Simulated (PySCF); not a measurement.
# C3H10AlNSi2: the cost of one run

Computed with PySCF 2.14.0, with density-fitted response routines of our own, on a single molecule in the gas phase. Atoms count from 0, in the outputs and in this text.

### Step 1. The starting structure

17 atoms, charge 0, multiplicity 1; geometry from: GFN2-xTB.

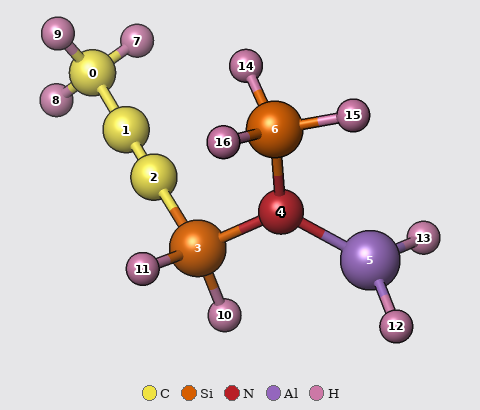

As it starts; carbon yellow, silicon orange, nitrogen red, aluminium purple, hydrogen pink, atoms numbered.

### Step 2. Excited states and response: CAM-B3LYP/def2-SVPD

What the job is given:

```
{"job": {"kind": "uv", "xc": "CAM-B3LYP", "basis": "def2-SVPD", "nstates": 8, "ntriplets": 3}, "charge": 0, "multiplicity": 1}
C      3.648011    -0.240749     0.691519
C      2.344499    -0.428090     0.095156
C      1.258905    -0.585536    -0.405370
Si    -0.415152    -0.799782    -1.150872
N     -1.621944     0.061947    -0.212404
Al    -2.990080    -0.865857     0.512609
Si    -1.453349     1.785199    -0.007110
H      3.562666    -0.226868     1.777986
H      4.312511    -1.053363     0.398303
H      4.076738     0.704086     0.357935
H     -0.848251    -2.212426    -1.077132
H     -0.391637    -0.289226    -2.526562
H     -4.287257    -1.133842    -0.284224
H     -2.913196    -1.430040     1.949250
H     -0.197299     2.095268     0.679357
H     -2.620208     2.178404     0.802891
H     -1.471956     2.452904    -1.312318
```

With the program's defaults for keys left out, this is: TDDFT CAM-B3LYP/def2-SVPD, vertical, gas phase, core orbitals frozen in the response.

On the command line:

```console
$ OMP_NUM_THREADS=1 python probes_run.py task.json out
```

One launch serves the whole session: the jobs run in the order shown.

**Question.** How long does this job take on 1 thread of Intel Xeon Platinum 8259CL at 2.50GHz, shared host, and how much memory does it need?

About 78 s, with a peak of 1 GiB.
